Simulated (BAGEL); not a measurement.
# C4H4Si (SMILES C#C[SiH2]C#C) at HF/6-31G(d) (density fitting with qzvpp-jkfit, spherical functions)

What is the vertical ionisation energy of C4H4Si at HF/6-31G* (density fitting with qzvpp-jkfit, spherical functions)? 

Program for the calculation: BAGEL 1.2.2.

10 further runs of the same task are left out: 10 that didn't finish.

## 1. The structure to begin with

The species is C4H4Si (9 atoms), meant as a singlet with charge 0. SMILES: `C#C[SiH2]C#C`. Geometry: relaxed at PBE0-D4/def2-TZVP.

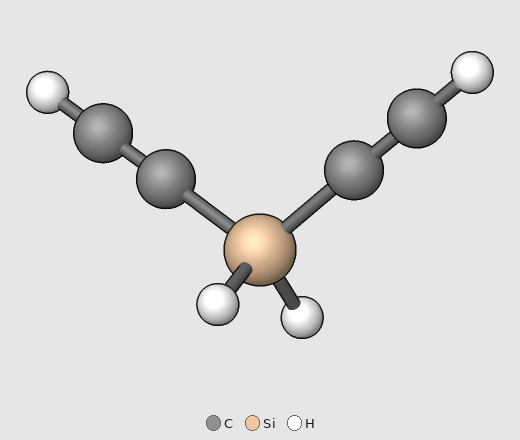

The structure, seen from a chosen angle (carbon grey, silicon light orange, hydrogen white).

## 2. A single-point energy at HF/6-31G(d) (density fitting with qzvpp-jkfit, spherical functions)

File calc.json:

```json
{ "bagel": [

{
  "title": "molecule",
  "basis": "6-31gs.json",
  "df_basis": "qzvpp-jkfit",
  "angstrom": true,
  "geometry": [
    { "atom": "C", "xyz": [       1.986100,      -0.068000,       1.693000 ] },
    { "atom": "C", "xyz": [       1.245000,      -0.318200,       0.775800 ] },
    { "atom": "Si", "xyz": [       0.139500,      -0.713800,      -0.616400 ] },
    { "atom": "C", "xyz": [      -1.252900,       0.459600,      -0.648400 ] },
    { "atom": "C", "xyz": [      -2.180600,       1.228700,      -0.681700 ] },
    { "atom": "H", "xyz": [       2.639600,       0.155600,       2.505100 ] },
    { "atom": "H", "xyz": [       0.896100,      -0.611400,      -1.885800 ] },
    { "atom": "H", "xyz": [      -0.384600,      -2.089300,      -0.450100 ] },
    { "atom": "H", "xyz": [      -2.999800,       1.910300,      -0.708600 ] }
  ]
},

{ "title": "hf" },

{ "title": "print", "file": "orbitals.molden", "orbitals": true }

]}
```

The basis set 6-31G* is read from a file made from the Basis Set Exchange's data (not shown).

On the command line:

```bash
$ BAGEL_NUM_THREADS=1 BAGEL calc.json > calc.out
```

The log of the run:

```text
* using 1 threads per process

  ===============================================================
  ===============================================================

  *** Geometry ***

  { "atom" : "C", "xyz" : [      3.753185,     -0.128501,      3.199306 ] },
  { "atom" : "C", "xyz" : [      2.352709,     -0.601311,      1.466050 ] },
  { "atom" : "Si", "xyz" : [      0.263617,     -1.348887,     -1.164827 ] },
  { "atom" : "C", "xyz" : [     -2.367638,      0.868518,     -1.225298 ] },
  { "atom" : "C", "xyz" : [     -4.120737,      2.321906,     -1.288226 ] },
  { "atom" : "H", "xyz" : [      4.988121,      0.294041,      4.733953 ] },
  { "atom" : "H", "xyz" : [      1.693384,     -1.155379,     -3.563646 ] },
  { "atom" : "H", "xyz" : [     -0.726789,     -3.948205,     -0.850566 ] },
  { "atom" : "H", "xyz" : [     -5.668800,      3.609944,     -1.339060 ] },

  Number of auxiliary basis functions:      500

  Since a DF basis is specified, we compute 2- and 3-index integrals:
    o Being stored without compression. Storage requirement is 0.027 GB

  Number of basis functions:       82
  Number of electrons      :       42

    * METHOD: MOLECULE                             0.30

  *** RHF ***

  === Nuclear Repulsion ===
   162.9975686962

      * DIIS with orbital gradients will be used.

  === RHF iteration (6-31gs.json) ===
      0       -442.46977888          0.01584627           0.09
      1       -442.58804020          0.00551858           0.09
      2       -442.60134862          0.00158618           0.09
      3       -442.60254495          0.00081860           0.09
      4       -442.60282928          0.00005791           0.09
      5       -442.60283264          0.00001159           0.09
      6       -442.60283284          0.00000544           0.08
      7       -442.60283290          0.00000255           0.09
      8       -442.60283292          0.00000096           0.09
      9       -442.60283292          0.00000037           0.09
     10       -442.60283292          0.00000012           0.09
     11       -442.60283292          0.00000003           0.09
     12       -442.60283292          0.00000001           0.09
    * SCF iteration converged.

    * Permanent dipole moment:
           (    0.041562,    -0.227417,    -0.197025) a.u.

    * METHOD: HF                                   1.33

    * METHOD: PRINT                                0.01

  ===============================================================
```

Run time: 1.9 s. Hardware: 1 thread of Intel Xeon 6975P-C (Granite Rapids), shared host; peak memory 0.13 GiB.

## 3. The doublet cation at the same level

File calc.json:

```json
{ "bagel": [

{
  "title": "molecule",
  "basis": "6-31gs.json",
  "df_basis": "qzvpp-jkfit",
  "angstrom": true,
  "geometry": [
    { "atom": "C", "xyz": [    1.986100,   -0.068000,    1.693000 ] },
    { "atom": "C", "xyz": [    1.245000,   -0.318200,    0.775800 ] },
    { "atom": "Si", "xyz": [    0.139500,   -0.713800,   -0.616400 ] },
    { "atom": "C", "xyz": [   -1.252900,    0.459600,   -0.648400 ] },
    { "atom": "C", "xyz": [   -2.180600,    1.228700,   -0.681700 ] },
    { "atom": "H", "xyz": [    2.639600,    0.155600,    2.505100 ] },
    { "atom": "H", "xyz": [    0.896100,   -0.611400,   -1.885800 ] },
    { "atom": "H", "xyz": [   -0.384600,   -2.089300,   -0.450100 ] },
    { "atom": "H", "xyz": [   -2.999800,    1.910300,   -0.708600 ] }
  ]
},
{
  "title": "rohf",
  "charge": 1,
  "nopen": 1
},
{
  "title": "print",
  "file": "orbitals.molden",
  "orbitals": true
}

]}
```

The basis set 6-31G* is read from a file made from the Basis Set Exchange's data (not shown).

On the command line:

```bash
$ BAGEL_NUM_THREADS=1 BAGEL calc.json > calc.out
```

The log of the run:

```text
* using 1 threads per process

  ===============================================================
  ===============================================================

  *** Geometry ***

  { "atom" : "C", "xyz" : [      3.753185,     -0.128501,      3.199306 ] },
  { "atom" : "C", "xyz" : [      2.352709,     -0.601311,      1.466050 ] },
  { "atom" : "Si", "xyz" : [      0.263617,     -1.348887,     -1.164827 ] },
  { "atom" : "C", "xyz" : [     -2.367638,      0.868518,     -1.225298 ] },
  { "atom" : "C", "xyz" : [     -4.120737,      2.321906,     -1.288226 ] },
  { "atom" : "H", "xyz" : [      4.988121,      0.294041,      4.733953 ] },
  { "atom" : "H", "xyz" : [      1.693384,     -1.155379,     -3.563646 ] },
  { "atom" : "H", "xyz" : [     -0.726789,     -3.948205,     -0.850566 ] },
  { "atom" : "H", "xyz" : [     -5.668800,      3.609944,     -1.339060 ] },

  Number of auxiliary basis functions:      500

  Since a DF basis is specified, we compute 2- and 3-index integrals:
    o Being stored without compression. Storage requirement is 0.027 GB

  Number of basis functions:       82
  Number of electrons      :       42

    * METHOD: MOLECULE                             0.19

  *** Open-shell HF ***

  === Nuclear Repulsion ===
   162.9975686962

      * DIIS with orbital gradients will be used.

  === ROHF iteration (6-31gs.json) ===
      0       -442.08206717          0.02976728           0.11
      1       -442.20125449          0.01332513           0.13
      2       -442.21940934          0.00694491           0.15
      3       -442.22663075          0.00225285           0.15
      4       -442.22818398          0.00120453           0.12
      5       -442.22905326          0.00058854           0.15
      6       -442.22943600          0.00010432           0.17
      7       -442.22949238          0.00007350           0.16
      8       -442.22949905          0.00009504           0.14
      9       -442.22949567          0.00006173           0.12
     10       -442.22949188          0.00002794           0.12
     11       -442.22949282          0.00001597           0.14
     12       -442.22949336          0.00000773           0.12
     13       -442.22949371          0.00000267           0.14
     14       -442.22949384          0.00000135           0.12
     15       -442.22949383          0.00000081           0.13
     16       -442.22949384          0.00000070           0.13
     17       -442.22949384          0.00000059           0.16
     18       -442.22949385          0.00000058           0.18
     19       -442.22949385          0.00000059           0.18
     20       -442.22949385          0.00000057           0.18
     21       -442.22949386          0.00000052           0.18
     22       -442.22949385          0.00000043           0.18
     23       -442.22949384          0.00000031           0.18
     24       -442.22949384          0.00000023           0.18
     25       -442.22949384          0.00000023           0.18
     26       -442.22949385          0.00000021           0.18
[... 42 lines of this table left out ...]
     69       -442.22949384          0.00000002           0.19
     70       -442.22949384          0.00000002           0.18
     71       -442.22949384          0.00000002           0.19
     72       -442.22949384          0.00000002           0.19
     73       -442.22949384          0.00000002           0.18
     74       -442.22949384          0.00000002           0.18
     75       -442.22949384          0.00000002           0.18
     76       -442.22949384          0.00000002           0.19
     77       -442.22949384          0.00000002           0.18
     78       -442.22949384          0.00000002           0.18
     79       -442.22949384          0.00000002           0.19
     80       -442.22949384          0.00000003           0.18
     81       -442.22949384          0.00000001           0.19
    * SCF iteration converged.

    * S^2 (ROHF) is 0.7500

    * Permanent dipole moment:
           (    0.106297,    -0.581554,    -0.504385) a.u.

    * METHOD: ROHF                                13.77

    * METHOD: PRINT                                0.01

  ===============================================================
```

Wall time 14 s (1 thread of Intel Xeon 6975P-C (Granite Rapids), shared host); peak memory 0.12 GiB.

## 4. Summary of results

Level: HF/6-31G* (density fitting with qzvpp-jkfit, spherical functions).

```
                                          quantity          value
                      singlet C4H4Si: total energy  -442.60283 Eh
                     singlet C4H4Si: dipole moment         0.77 D
                       singlet C4H4Si: HOMO energy      -10.72 eV
                       singlet C4H4Si: LUMO energy        3.74 eV
                     singlet C4H4Si: HOMO–LUMO gap       14.46 eV
                      doublet cation: total energy  -442.22949 Eh
                              doublet cation: ⟨S²⟩          0.750
vertical ionisation energy (to the doublet cation)      10.159 eV
```

**Reading.** Removing an electron at fixed nuclei costs 10.16 eV (234 kcal/mol). −ε(HOMO) before ionisation, 10.72 eV, is 0.56 eV above this ionisation energy.
